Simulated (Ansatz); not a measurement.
## SiMo2: structures and their energies

9 relaxations of SiMo2 ended in 9 distinct structures. These are r2SCAN (plane waves to 500 eV, PAW, scalar-relativistic; Ansatz, an electronic-structure program) values and carry that method's errors.

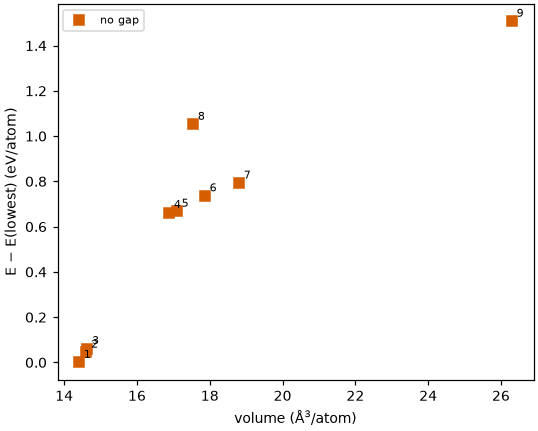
Energy against volume of the distinct structures, numbered as in the table

| # | space group | Pearson | type | E − E(lowest) (eV/atom) | V (Å³/atom) | coordination | runs ending here |
|---|---|---|---|---|---|---|---|
| 1 | I4/mmm | tI6 | – | 0.00 | 14.42 | – | 1 |
| 2 | Fddd | oF24 | AFLOW prototype A2B_oF24_70_e_a (C54, as in TiSi2) | 0.05 | 14.61 | – | 1 |
| 3 | Pnma | oP12 | AFLOW prototype A2B_oP12_62_2c_c (C37, as in Co2Si) | 0.06 | 14.64 | – | 1 |
| 4 | Pnnm | oP6 | AFLOW prototype AB2_oP6_58_a_g (C18, as in FeS2) | 0.66 | 16.89 | – | 1 |
| 5 | C222 | oS18 | – | 0.67 | 17.10 | – | 1 |
| 6 | Ibam | oI12 | – | 0.74 | 17.87 | – | 1 |
| 7 | P6/mmm | hP6 | AFLOW prototype A2B_hP6_191_h_e (C_h, as in Cu2Te) | 0.79 | 18.81 | – | 1 |
| 8 | P4₂/mnm | tP6 | rutile type | 1.05 | 17.55 | Si 6 (octahedral), Mo 3 | 1 |
| 9 | P6₂22 | hP9 | – | 1.51 | 26.31 | – | 1 |

Coordination numbers (neighbours up to the widest gap in distance over summed covalent radii, below 1.35; n+m marks a second, longer set; metal–metal contacts left out). All are gapless at this level. I4/mmm, tI6 is the lowest among the structures calculated here.

SiMo2 is taken in the tetragonal space group I4/mmm (No. 139), Pearson symbol tI6. Cell: a = b = 3.159 Å, c = 8.669 Å, α = β = γ = 90.00°. Si on 2a has 8 Mo at 2.662 Å and 2 Mo at 2.886 Å. Mo on 4e sees 4 Mo at 2.657 Å and 1 Mo at 2.896 Å and 4 Mo at 3.159 Å and 4 Si at 2.662 Å and 1 Si at 2.886 Å. (Neighbours: up to the widest gap in distance over summed covalent radii, below 1.35, at either atom; cation-cation and far metal-metal contacts left out.)
(The calculation used a cell of 3 atoms; values per cell refer to that cell.)

1 run with a doubtful electronic state, a coarser numerical grid, an end not at rest or a source that can't be used is left out. Each run could gain symmetry but not lose that of its start, so entries can be saddle points. All of these are generated cells (placed on structure types, drawn at random, substituted or restacked) that were not matched to a known phase here. The real structure of this composition may not be among these, and whether this composition forms is not checked here. Static energies at zero pressure. Each cell has its own k-point mesh; energy differences are given only to the digits this allows. No spin polarisation in the result.
